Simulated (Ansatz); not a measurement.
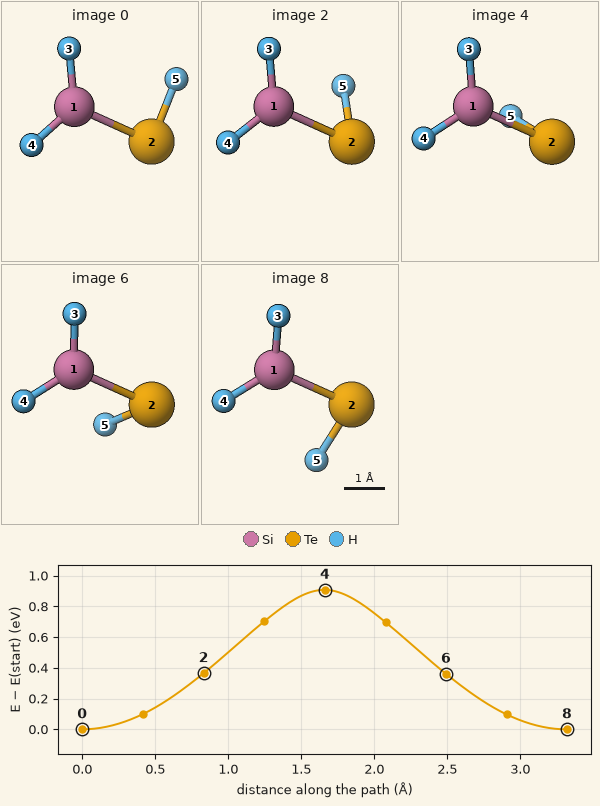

A search for the minimum-energy path of SiH₃Te (charge +1) by the nudged elastic band. Images are numbered from 0 (start) to 8 (end). The picture is a ball-and-stick view, seen at a tilt.

The calculation used RKS PBE-D4/def2-SVP in Ansatz 0.2.0. Settings: 7 movable images; climbing image; force threshold 0.05 eV/Å; iteration limit 60; starting path through a guess of the saddle point.

What happens along the path, and what is the barrier?

Answer. The barrier is about 0.91 eV in both directions, with image 4 at the top; the ends have the same energy. The motion is a rotation about the Si1–Te2 bond by about 180°. No bond forms or breaks between the ends. Bond angles that change up to the highest image, for instance: Si1–Te2–H5 88.9° → 72.7°, H3–Si1–H4 120.9° → 114.0°. The band converged in 21 iterations, with a climbing image at the top.

The run took about 100 core-seconds on a shared host.
